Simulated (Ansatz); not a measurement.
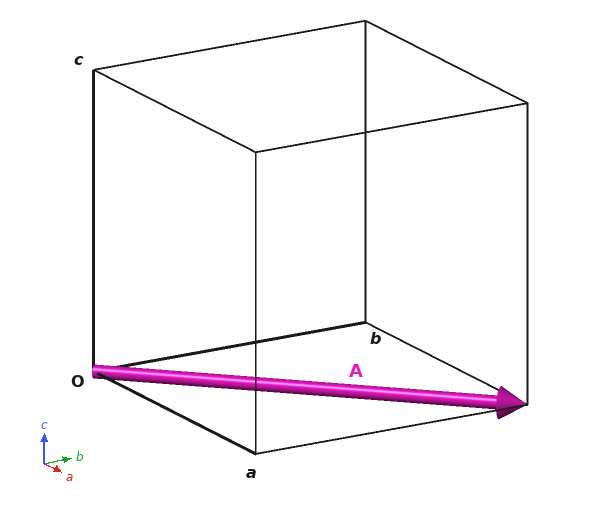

Crystal: TaSi7, the end point of a relaxation with DFT PBE, scalar-relativistic, plane waves, PAW (Ansatz); the starting structure was generated, so it need not be a known form of this composition. The arrow starts at a corner of the unit cell and ends on its surface; where a tip isn't a corner, dashed lines run from it parallel to the axes. Symmetry computed with spglib at a tolerance of 0.002 Å; standard conventional cell.

a = 9.537 Å, b = 9.537 Å, c = 9.537 Å, α = 90.00°, β = 90.00°, γ = 90.00°.

> Index the direction.

Arrow A runs from (0, 0, 0) to (1, 1, 0), so [1 1 0].

> How long is the vector ua + vb + wc?

13.487 Å.

> In Fm-3m (No. 225), how many directions are equivalent to A (Laue class m-3m, both senses counted)?

12.
